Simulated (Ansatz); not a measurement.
**C₂H₆SSn: a spread of methods and bases**

Aim: run C₂H₆SSn under a spread of inputs, and see what each costs and gives.

Program: Ansatz 0.2.0, Gaussian basis. Level of theory: the settings change from run to run. These are calculated values, not measurements.

## Step 1: The geometry

An earlier PBE0-D4 in a triple-zeta def2 set relaxation fixed the geometry. Sn takes a core potential in def2 sets; no spin-orbit term is included.

SMILES `[CH2]1S[CH2][SnH2]1`, 10 atoms, charge 0, spin multiplicity 1.

Atoms are counted from 1 here; the program's logs count them from 0.

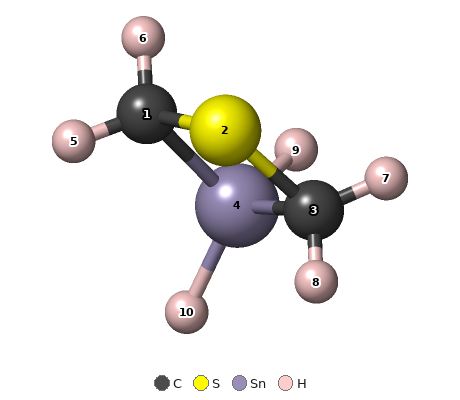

The structure; carbon dark grey, sulfur yellow, tin purple, hydrogen pink; atoms are numbered from 1 in the order of the file.

## Step 2: wB97M-V/def2-TZVPP

Options: atoms shaken by 0.08 Å, finite nuclei.

in.yaml

```yaml
crystal:
  periodic: [false, false, false]
  atoms:
    - {symbol: C, position_ang: [-1.147610, 0.819647, -0.591770]}
    - {symbol: S, position_ang: [-1.328932, -1.036776, -0.575780]}
    - {symbol: C, position_ang: [0.368313, -1.506357, 0.365725]}
    - {symbol: Sn, position_ang: [0.973689, 0.709638, 0.181816]}
    - {symbol: H, position_ang: [-1.065882, 1.263708, -1.726712]}
    - {symbol: H, position_ang: [-2.025166, 1.292125, -0.031457]}
    - {symbol: H, position_ang: [0.115575, -1.877684, 1.263449]}
    - {symbol: H, position_ang: [0.919898, -1.974499, -0.269246]}
    - {symbol: H, position_ang: [1.082845, 1.276669, 1.869098]}
    - {symbol: H, position_ang: [2.178916, 1.010599, -0.739631]}
basis:
  gaussian: {orbitals: def2-TZVPP, nuclear_model: gaussian}
hamiltonian: {xc: {name: wB97M-V}}
```

Launch:

```console
$ ansatz run in.yaml --threads 4 --pin off --events-out ev --progress --plain --max-ram 10444MiB
```

The log of the run (excerpt; [...] marks lines left out):

```text
Functional definition: wB97M-V
  name "wB97M-V"
  cite "Mardirossian & Head-Gordon, J. Chem. Phys. 144, 214110 (2016) doi:10.1063/1.4952647"
  cite "Becke, J. Chem. Phys. 107, 8554 (1997) doi:10.1063/1.475007"
  cite "Vydrov & Van Voorhis, J. Chem. Phys. 133, 244103 (2010) doi:10.1063/1.3521275"
  # Of w^i u^j: cxij and so on, Table III.
[...]
  gx(w, u) = 1 - cx + cx01*u + cx10*w
  gss(w, u) = css00 + css04*u^4 + css10*w + css20*w^2 + css43*w^4*u^3
  gos(w, u) = cos00 + cos10*w + (cos20 + cos21*u)*w^2 + (cos60 + cos61*u)*w^6
[...]
      + integral(e_c_pw_mod_opposite_spin*gos(b97_w_opposite, b97_u_opposite)) + vv10(b, c)
1437 factors; their error is unknown
332 factors; integrals over basis functions are off by at most 8.8e-6 eV
[...]
mean field -18833.97307008 eV, -692.1357442001 hartree, gradient 6.3e-5 eV, S^2 0.000000; 0 other end points of the search recorded, 0 dependent functions left out
reference -18833.97312891 eV, -692.1357463621 hartree; 28, 28 occupied and 210, 210 virtual orbitals, 1437 factors
Total energy: -18833.97312891 eV, -692.1357463621 hartree
```

Run time: 8.5 s. Hardware: 4 threads of AMD EPYC 7R13, shared host; peak memory 0.68 GiB.

## Step 3: PBE/def2-SVP

This run has density fitting with def2-universal-jkfit, high accuracy.

in.yaml

```yaml
crystal:
  periodic: [false, false, false]
  atoms:
    - {symbol: C, position_ang: [-1.085005, 0.777274, -0.589324]}
    - {symbol: S, position_ang: [-1.313470, -1.027722, -0.516106]}
    - {symbol: C, position_ang: [0.282438, -1.422514, 0.266702]}
    - {symbol: Sn, position_ang: [0.861547, 0.656173, 0.336675]}
    - {symbol: H, position_ang: [-1.084518, 1.147233, -1.614517]}
    - {symbol: H, position_ang: [-1.839153, 1.307774, -0.008215]}
    - {symbol: H, position_ang: [0.153343, -1.897530, 1.239097]}
    - {symbol: H, position_ang: [0.904286, -2.052135, -0.369516]}
    - {symbol: H, position_ang: [1.008738, 1.352226, 1.890280]}
    - {symbol: H, position_ang: [2.194792, 1.108022, -0.631976]}
basis:
  gaussian: {orbitals: def2-SVP, fitting: {mean_field: def2-universal-jkfit}}
hamiltonian: {xc: {name: PBE}}
accuracy: high
output: {forces: true}
```

The command is unchanged.

The log of the run (excerpt; [...] marks lines left out):

```text
Functional definition: PBE
  name "PBE"
  cite "Perdew, Burke & Ernzerhof, Phys. Rev. Lett. 77, 3865 (1996) doi:10.1103/PhysRevLett.77.3865"
  parent pbe
[...]
604 factors; integrals over basis functions are off by at most 3.4e-1 eV
[...]
mean field -18824.32165384 eV, -691.7810611952 hartree, gradient 5.1e-8 eV, S^2 0.000000; 0 other end points of the search recorded, 0 dependent functions left out
[...]
reference -18824.32165762 eV, -691.7810613340 hartree; 28, 28 occupied and 74, 74 virtual orbitals, 604 factors
Total energy: -18824.32165762 eV, -691.7810613340 hartree
Atom 0 at    -1.085005     0.777274    -0.589324 Å, force     0.065647    -0.085511     0.039058 eV/Å
Atom 1 at    -1.313470    -1.027722    -0.516106 Å, force    -0.636890    -0.492211    -0.247447 eV/Å
Atom 2 at     0.282438    -1.422514     0.266702 Å, force    -0.048766     0.098521    -0.032590 eV/Å
Atom 3 at     0.861547     0.656173     0.336675 Å, force     0.411760     0.318952     0.161878 eV/Å
Atom 4 at    -1.084518     1.147233    -1.614517 Å, force    -0.000460     0.260728    -0.576227 eV/Å
Atom 5 at    -1.839153     1.307774    -0.008215 Å, force    -0.420542     0.349647     0.317566 eV/Å
Atom 6 at     0.153343    -1.897530     1.239097 Å, force    -0.026438    -0.284330     0.564269 eV/Å
Atom 7 at     0.904286    -2.052135    -0.369516 Å, force     0.391829    -0.370344    -0.330646 eV/Å
Atom 8 at     1.008738     1.352226     1.890280 Å, force     0.022697     0.124714     0.284204 eV/Å
Atom 9 at     2.194792     1.108022    -0.631976 Å, force     0.241162     0.079835    -0.180064 eV/Å
Dipole moment:     0.268320     0.207434     0.104433 e Å
```

It took 2 s on 4 threads of AMD EPYC 7R13, shared host.

Largest force 0.842 eV/Å, dipole 1.70 D.

## Step 4: SPW92/x2c-TZVPPall

Edit in.yaml of step 3 so:

```diff
@@ -14,5 +14,4 @@
 basis:
-  gaussian: {orbitals: def2-SVP, fitting: {mean_field: def2-universal-jkfit}}
-hamiltonian: {xc: {name: PBE}}
-accuracy: high
+  gaussian: {orbitals: x2c-TZVPPall}
+hamiltonian: {xc: {name: SPW92}}
 output: {forces: true}
```

The command is unchanged.

The log of the run (excerpt; [...] marks lines left out):

```text
Functional definition: SPW92
  name "SPW92"
  cite "Dirac, Proc. Camb. Phil. Soc. 26, 376 (1930) doi:10.1017/S0305004100016108"
  cite "Slater, Phys. Rev. 81, 385 (1951) doi:10.1103/PhysRev.81.385"
  cite "Perdew & Wang, Phys. Rev. B 45, 13244 (1992) doi:10.1103/PhysRevB.45.13244"
[...]
1574 factors; their error is unknown
[...]
mean field -180891.28820051 eV, -6647.6322288497 hartree, gradient 5.9e-6 eV, S^2 0.000000; 0 other end points of the search recorded, 0 dependent functions left out
[...]
reference -180891.28823906 eV, -6647.6322302666 hartree; 42, 42 occupied and 206, 206 virtual orbitals, 1574 factors
Total energy: -180891.28823906 eV, -6647.6322302666 hartree
Relativity: scalar
Atom 0 at    -1.085005     0.777274    -0.589324 Å, force     0.228239    -0.383265     0.145254 eV/Å
Atom 1 at    -1.313470    -1.027722    -0.516106 Å, force     0.134382     0.103974     0.052554 eV/Å
Atom 2 at     0.282438    -1.422514     0.266702 Å, force    -0.242007     0.373192    -0.149147 eV/Å
Atom 3 at     0.861547     0.656173     0.336675 Å, force    -0.170304    -0.132035    -0.067244 eV/Å
Atom 4 at    -1.084518     1.147233    -1.614517 Å, force     0.040978     0.106694    -0.269178 eV/Å
Atom 5 at    -1.839153     1.307774    -0.008215 Å, force    -0.171302     0.151553     0.182380 eV/Å
Atom 6 at     0.153343    -1.897530     1.239097 Å, force    -0.020069    -0.091721     0.277045 eV/Å
Atom 7 at     0.904286    -2.052135    -0.369516 Å, force     0.191321    -0.135162    -0.175057 eV/Å
Atom 8 at     1.008738     1.352226     1.890280 Å, force    -0.010092     0.006369     0.032459 eV/Å
Atom 9 at     2.194792     1.108022    -0.631976 Å, force     0.018852     0.000400    -0.029065 eV/Å
Dipole moment:     0.271870     0.210208     0.105892 e Å
```

Wall time 2.4 s (4 threads of AMD EPYC 7R13, shared host).

Largest force 0.469 eV/Å, dipole 1.73 D.

## Step 5: r2SCAN50/x2c-TZVPPall

Set apart from the defaults: charge +1, multiplicity 2.

Edit in.yaml of step 4 so:

```diff
@@ -15,3 +15,4 @@
   gaussian: {orbitals: x2c-TZVPPall}
-hamiltonian: {xc: {name: SPW92}}
-output: {forces: true}
+total_charge: 1
+magnetization: {spin_polarized: true, initial_magnetization: 1}
+hamiltonian: {xc: {name: r2SCAN50}}
```

Launched as before.

The log of the run (excerpt; [...] marks lines left out):

```text
Functional definition: r2SCAN50
  name "r2SCAN50"
  cite "Bursch, Neugebauer, Ehlert & Grimme, J. Chem. Phys. 156, 134105 (2022) doi:10.1063/5.0086040"
  cite "Furness, Kaplan, Ning, Perdew & Sun, J. Phys. Chem. Lett. 11, 8208 (2020) doi:10.1021/acs.jpclett.0c02405"
  cite "Furness, Kaplan, Ning, Perdew & Sun, J. Phys. Chem. Lett. 11, 9248 (2020) doi:10.1021/acs.jpclett.0c03077"
  parent r2scan
[...]
1846 factors; their error is unknown
[...]
mean field -181101.26475374 eV, -6655.3487248540 hartree, gradient 7.1e-5 eV, S^2 0.760745; 2 other end points of the search recorded, 0 dependent functions left out
reference -181101.26476213 eV, -6655.3487251621 hartree; 42, 41 occupied and 206, 207 virtual orbitals, 1846 factors
Total energy: -181101.26476213 eV, -6655.3487251621 hartree
Relativity: scalar
```

Wall time 20 s (4 threads of AMD EPYC 7R13, shared host); peak memory 1.3 GiB.

⟨S²⟩ 0.761.

## Step 6: CCSD(T)/def2-mTZVPP

Edit in.yaml of step 5 so:

```diff
@@ -14,5 +14,4 @@
 basis:
-  gaussian: {orbitals: x2c-TZVPPall}
-total_charge: 1
-magnetization: {spin_polarized: true, initial_magnetization: 1}
-hamiltonian: {xc: {name: r2SCAN50}}
+  gaussian: {orbitals: def2-mTZVPP}
+hamiltonian: {xc: {name: HF}}
+correlation: {method: ccsd_t}
```

Same command.

The log of the run (excerpt; [...] marks lines left out):

```text
Functional definition: HF
  name "HF"
  cite "Fock, Z. Phys. 61, 126 (1930) doi:10.1007/BF01340294"
  parent pbe
[...]
1315 factors; integrals over basis functions are off by at most 9.3e-4 eV
[...]
mean field -18778.08531326 eV, -690.0819070190 hartree, gradient 1.1e-6 eV, S^2 0.000000; 0 other end points of the search recorded, 0 dependent functions left out
11 core orbitals not correlated: weight in the atoms' cores, before any rotation towards them, 1.000 or more for the frozen orbitals, at most 0.000 for the correlated occupied ones
reference -18778.08531326 eV, -690.0819070190 hartree; 17, 17 occupied and 103, 103 virtual orbitals, 1315 factors
second order -16.10752271 eV of doubles, -0.00000000 eV of singles
cycle   1  -16.77416998 eV  change   -6.7e-1 eV  update   9.8e-2
[...]
cycle   9  -17.37896815 eV  change    2.3e-7 eV  update   1.5e-5
perturbative correction -0.68423615 eV, -0.0251452148 hartree
Total energy: -18796.14851756 eV, -690.7457175334 hartree
```

It took 13 s on 4 threads of AMD EPYC 7R13, shared host; peak memory 0.9 GiB.

T1 0.011.

## Step 7: r2SCANh/def2-TZVP

Options: a grid of angular degree 23, the search for lower states set to off.

Edit in.yaml of step 6 so:

```diff
@@ -14,4 +14,5 @@
 basis:
-  gaussian: {orbitals: def2-mTZVPP}
-hamiltonian: {xc: {name: HF}}
-correlation: {method: ccsd_t}
+  gaussian: {orbitals: def2-TZVP, final_grid: {core_spheres: 8, valence_spheres: 7, degree: 23}}
+hamiltonian: {xc: {name: r2SCANh}}
+scf: {lower_state_search: off}
+output: {forces: true}
```

The command is unchanged.

The log of the run (excerpt; [...] marks lines left out):

```text
Functional definition: r2SCANh
  name "r2SCANh"
  cite "Bursch, Neugebauer, Ehlert & Grimme, J. Chem. Phys. 156, 134105 (2022) doi:10.1063/5.0086040"
  cite "Furness, Kaplan, Ning, Perdew & Sun, J. Phys. Chem. Lett. 11, 8208 (2020) doi:10.1021/acs.jpclett.0c02405"
  cite "Furness, Kaplan, Ning, Perdew & Sun, J. Phys. Chem. Lett. 11, 9248 (2020) doi:10.1021/acs.jpclett.0c03077"
  parent r2scan
[...]
1288 factors; their error is unknown
[...]
mean field -18838.40835730 eV, -692.2987379991 hartree, gradient 1.6e-6 eV, S^2 0.000000; 0 other end points of the search recorded, 0 dependent functions left out
[...]
reference -18838.40837210 eV, -692.2987385429 hartree; 28, 28 occupied and 157, 157 virtual orbitals, 1288 factors
Total energy: -18838.40837210 eV, -692.2987385429 hartree
Atom 0 at    -1.085005     0.777274    -0.589324 Å, force    -0.038479     0.145284    -0.032519 eV/Å
Atom 1 at    -1.313470    -1.027722    -0.516106 Å, force    -0.090480    -0.069996    -0.035304 eV/Å
Atom 2 at     0.282438    -1.422514     0.266702 Å, force     0.108535    -0.091241     0.059486 eV/Å
Atom 3 at     0.861547     0.656173     0.336675 Å, force     0.062291     0.048206     0.024380 eV/Å
Atom 4 at    -1.084518     1.147233    -1.614517 Å, force    -0.011642    -0.016596     0.048293 eV/Å
Atom 5 at    -1.839153     1.307774    -0.008215 Å, force     0.027928    -0.025332    -0.036257 eV/Å
Atom 6 at     0.153343    -1.897530     1.239097 Å, force     0.004821     0.011853    -0.050728 eV/Å
Atom 7 at     0.904286    -2.052135    -0.369516 Å, force    -0.034401     0.020016     0.034051 eV/Å
Atom 8 at     1.008738     1.352226     1.890280 Å, force    -0.003658    -0.013292    -0.028346 eV/Å
Atom 9 at     2.194792     1.108022    -0.631976 Å, force    -0.024916    -0.008904     0.016945 eV/Å
Dipole moment:     0.297631     0.230120     0.115909 e Å
Checks for a lower state left out: stability, starts, cluster_reference, orbital_swaps, neighbouring_geometries, increment
```

Run time: 2.9 s. Hardware: 4 threads of AMD EPYC 7R13, shared host.

Largest force 0.154 eV/Å, dipole 1.89 D.

## Step 8: B97M-V/ANO-RCC-VTZP

Edit in.yaml of step 7 so:

```diff
@@ -14,5 +14,4 @@
 basis:
-  gaussian: {orbitals: def2-TZVP, final_grid: {core_spheres: 8, valence_spheres: 7, degree: 23}}
-hamiltonian: {xc: {name: r2SCANh}}
-scf: {lower_state_search: off}
+  gaussian: {orbitals: ANO-RCC-VTZP}
+hamiltonian: {xc: {name: B97M-V}}
 output: {forces: true}
```

Launched as before.

The log of the run (excerpt; [...] marks lines left out):

```text
Functional definition: B97M-V
  name "B97M-V"
  cite "Mardirossian & Head-Gordon, J. Chem. Phys. 142, 074111 (2015) doi:10.1063/1.4907719"
  cite "Becke, J. Chem. Phys. 107, 8554 (1997) doi:10.1063/1.475007"
  cite "Vydrov & Van Voorhis, J. Chem. Phys. 133, 244103 (2010) doi:10.1063/1.3521275"
  # Of w^i u^j: cxij and so on, Table III.
[...]
  gx(w, u) = cx00 + cx01*u + cx02*u^2 + (cx10 + cx11*u)*w
  gss(w, u) = css00 + css02*u^2 + css10*w + (css32*w^3 + css42*w^4)*u^2
  gos(w, u) = cos00 + cos01*u + cos03*u^3 + cos10*w + cos32*w^3*u^2
[...]
      + integral(e_c_pw_mod_opposite_spin*gos(b97_w_opposite, b97_u_opposite)) + vv10(b, c)
1750 factors; their error is unknown
[...]
mean field -181076.32073272 eV, -6654.4320489889 hartree, gradient 2.4e-5 eV, S^2 0.000000; 0 other end points of the search recorded, 0 dependent functions left out
[...]
Relativity: scalar
Atom 0 at    -1.085005     0.777274    -0.589324 Å, force    -0.134891     0.193892    -0.082875 eV/Å
Atom 1 at    -1.313470    -1.027722    -0.516106 Å, force    -0.072268    -0.055871    -0.028099 eV/Å
Atom 2 at     0.282438    -1.422514     0.266702 Å, force     0.115712    -0.209275     0.073978 eV/Å
Atom 3 at     0.861547     0.656173     0.336675 Å, force    -0.027491    -0.021310    -0.010840 eV/Å
Atom 4 at    -1.084518     1.147233    -1.614517 Å, force    -0.052723    -0.056698     0.169288 eV/Å
Atom 5 at    -1.839153     1.307774    -0.008215 Å, force     0.091092    -0.087674    -0.136764 eV/Å
Atom 6 at     0.153343    -1.897530     1.239097 Å, force     0.017462     0.030787    -0.182864 eV/Å
Atom 7 at     0.904286    -2.052135    -0.369516 Å, force    -0.125321     0.060091     0.123847 eV/Å
Atom 8 at     1.008738     1.352226     1.890280 Å, force     0.024045     0.087507     0.186435 eV/Å
Atom 9 at     2.194792     1.108022    -0.631976 Å, force     0.164383     0.058551    -0.112107 eV/Å
Dipole moment:     0.280491     0.216832     0.109142 e Å
```

Wall time 24 s (4 threads of AMD EPYC 7R13, shared host); peak memory 0.69 GiB.

Largest force 0.250 eV/Å, dipole 1.78 D.

## Step 9: HF/def2-SVPD

Set apart from the defaults: a point charge of -1.00 e beside it.

Edit in.yaml of step 8 so:

```diff
@@ -14,4 +14,3 @@
 basis:
-  gaussian: {orbitals: ANO-RCC-VTZP}
-hamiltonian: {xc: {name: B97M-V}}
-output: {forces: true}
+  gaussian: {orbitals: def2-SVPD, point_charges: [{charge: -1.00, position_ang: [4.880, 0.023, 0.863]}]}
+hamiltonian: {xc: {name: HF}}
```

Same command.

The log of the run:

```text
Functional definition: HF
  name "HF"
  cite "Fock, Z. Phys. 61, 126 (1930) doi:10.1007/BF01340294"
  parent pbe
  exchange = exact_x
  correlation = 0
1643 factors; their error is unknown
mean field evaluation 1: about -18769.9852 eV, gradient 2.4e1 eV
mean field evaluation 2: about -18771.7683 eV, gradient 9.7e0 eV
mean field evaluation 4: about -18772.0671 eV, gradient 6.0e-1 eV
mean field evaluation 8: about -18772.7688 eV, gradient 6.4e-1 eV
mean field -18772.76927829 eV, -689.8865463371 hartree, gradient 2.7e-5 eV, S^2 0.000000; 0 other end points of the search recorded, 0 dependent functions left out
reference -18772.76927829 eV, -689.8865463371 hartree; 28, 28 occupied and 119, 119 virtual orbitals, 1643 factors
Total energy: -18772.76927829 eV, -689.8865463371 hartree
```

Wall time 0.85 s (4 threads of AMD EPYC 7R13, shared host).

## Step 10: wB97X/def2-TZVP

Set apart from the defaults: multiplicity 3, restricted open-shell orbitals, atoms shaken by 0.08 Å, relativity set to none, high accuracy.

in.yaml

```yaml
crystal:
  periodic: [false, false, false]
  atoms:
    - {symbol: C, position_ang: [-1.213449, 0.634299, -0.507907]}
    - {symbol: S, position_ang: [-1.319428, -1.060004, -0.555915]}
    - {symbol: C, position_ang: [0.426567, -1.307963, 0.217070]}
    - {symbol: Sn, position_ang: [0.823200, 0.672339, 0.278372]}
    - {symbol: H, position_ang: [-1.137156, 1.093545, -1.673073]}
    - {symbol: H, position_ang: [-2.022290, 1.255311, 0.027406]}
    - {symbol: H, position_ang: [0.074251, -1.972325, 1.277364]}
    - {symbol: H, position_ang: [0.926323, -2.119717, -0.432084]}
    - {symbol: H, position_ang: [0.926720, 1.517996, 1.948025]}
    - {symbol: H, position_ang: [2.087608, 1.124335, -0.626993]}
basis:
  gaussian: {orbitals: def2-TZVP}
magnetization: {spin_polarized: false, initial_magnetization: 2}
hamiltonian: {xc: {name: wB97X}, pseudopotentials: {relativity: none}}
accuracy: high
output: {forces: true}
```

Launched as before.

The log of the run (excerpt; [...] marks lines left out):

```text
Functional definition: wB97X
  name "wB97X"
  cite "Chai & Head-Gordon, J. Chem. Phys. 128, 084106 (2008) doi:10.1063/1.2834918"
  cite "Becke, J. Chem. Phys. 107, 8554 (1997) doi:10.1063/1.475007"
[...]
  # The coefficients of nought are those of the uniform gas.
[...]
      + exact_x_lr(omega)
[...]
      + integral(e_c_pw_opposite_spin*poly(b97_u_opposite, 1, cos1, cos2, cos3, cos4))
3587 factors; integrals over basis functions are off by at most 4.0e-9 eV
512 factors; integrals over basis functions are off by at most 2.2e-9 eV
[...]
mean field -18833.55611283 eV, -692.1204213038 hartree, gradient 8.5e-8 eV, S^2 2.000000; 2 other end points of the search recorded, 0 dependent functions left out
[...]
reference -18833.55611051 eV, -692.1204212182 hartree; 29, 27 occupied and 156, 158 virtual orbitals, 3587 factors
Total energy: -18833.55611051 eV, -692.1204212182 hartree
Atom 0 at    -1.213449     0.634299    -0.507907 Å, force    -0.677892     3.660722    -2.433666 eV/Å
Atom 1 at    -1.319428    -1.060004    -0.555915 Å, force    -2.899300    -1.297978    -0.895089 eV/Å
Atom 2 at     0.426567    -1.307963     0.217070 Å, force     0.463894    -5.120448     2.386307 eV/Å
Atom 3 at     0.823200     0.672339     0.278372 Å, force     0.924863     2.396981     3.146656 eV/Å
Atom 4 at    -1.137156     1.093545    -1.673073 Å, force    -0.420155    -1.396756     3.052495 eV/Å
Atom 5 at    -2.022290     1.255311     0.027406 Å, force     0.981219    -1.372177    -0.985919 eV/Å
Atom 6 at     0.074251    -1.972325     1.277364 Å, force     1.163482     2.162716    -2.992636 eV/Å
Atom 7 at     0.926323    -2.119717    -0.432084 Å, force    -0.422567     1.407494     1.073482 eV/Å
Atom 8 at     0.926720     1.517996     1.948025 Å, force    -0.106467    -0.877716    -1.511727 eV/Å
Atom 9 at     2.087608     1.124335    -0.626993 Å, force     0.992922     0.437162    -0.839903 eV/Å
Dipole moment:    -0.234891    -0.033624    -0.220196 e Å
```

It took 88 s on 4 threads of AMD EPYC 7R13, shared host; peak memory 2 GiB.

Largest force 5.668 eV/Å, dipole 1.55 D.

## Step 11: The runs in one table

| level | charge | multiplicity | geometry | functions | energy (eV) | time |
| --- | --- | --- | --- | --- | --- | --- |
| wB97M-V/def2-TZVPP | 0 | 1 | shaken | 238 | -18833.973 | 8.5 s |
| PBE/def2-SVP | 0 | 1 | relaxed | 102 | -18824.322 | 2 s |
| SPW92/x2c-TZVPPall | 0 | 1 | relaxed | 248 | -180891.288 | 2.4 s |
| r2SCAN50/x2c-TZVPPall | 1 | 2 | relaxed | 248 | -181101.265 | 20 s |
| CCSD(T)/def2-mTZVPP | 0 | 1 | relaxed | 131 | -18796.149 | 13 s |
| r2SCANh/def2-TZVP | 0 | 1 | relaxed | 185 | -18838.408 | 2.9 s |
| B97M-V/ANO-RCC-VTZP | 0 | 1 | relaxed | 246 | -181076.321 | 24 s |
| HF/def2-SVPD | 0 | 1 | relaxed, point charge | 147 | -18772.769 | 0.85 s |
| wB97X/def2-TZVP | 0 | 3 | shaken | 185 | -18833.556 | 88 s |

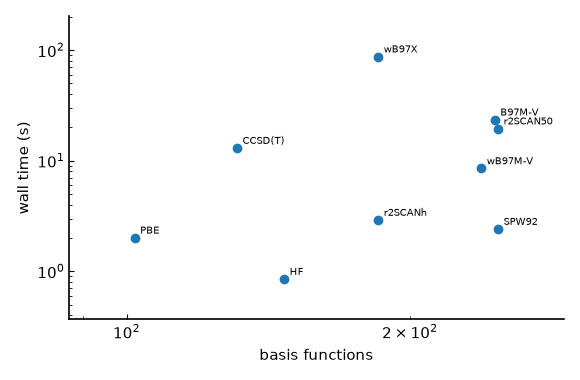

Wall time against the number of basis functions (shared host).

## Step 12: What came out

| quantity | value |
| --- | --- |
| runs | 9 |
| quickest | HF/def2-SVPD, 0.85 s |
| slowest | wB97X/def2-TZVP, 88 s |
| spread of total energies, same state and geometry | 162280.2 eV |
| dipole, same state and geometry | 1.70 to 1.89 D |

In words: wB97X/def2-TZVP took 103 times as long as HF/def2-SVPD. The jobs differ in tasks and options as well as level. The totals spread over 162280 eV; they can't be compared across methods or bases. Some of these runs are scalar-relativistic and others not, which shifts the totals of all-electron atoms past neon by several eV an atom and more; core potentials, where a basis has them, take the core out of the total altogether. At the PBE0-D4/def2-TZVP geometry and in the same state, the sound runs without point charges leave forces up to 0.84 eV/Å (PBE/def2-SVP). At that geometry and state the dipole changes by 11 % between the lowest and highest value.
